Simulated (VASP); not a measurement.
Band structure of PbO₂ (rutile). All values below come from LDA (Ceperley-Alder, Perdew-Zunger), VASP's LDA PAW potentials (set 64) (plane waves; VASP).

Unless said otherwise, spin-orbit coupling is left out, though it shifts the bands of the heavy elements here.

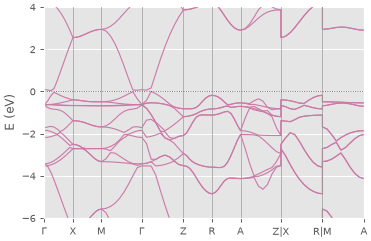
Fig. 1. Bands along high-symmetry lines, zero at the valence-band maximum or, without a gap, the Fermi level

Task: Read the plot: is there a gap, and where are the band edges?

Result: The gap is indirect, 0.04 eV, from the valence maximum at Γ-Z at 0.22 to the conduction minimum at Γ-X at 0.22. (Edges off the drawn lines would not show.)

The compound is PbO2 in the rutile structure. It was relaxed first.
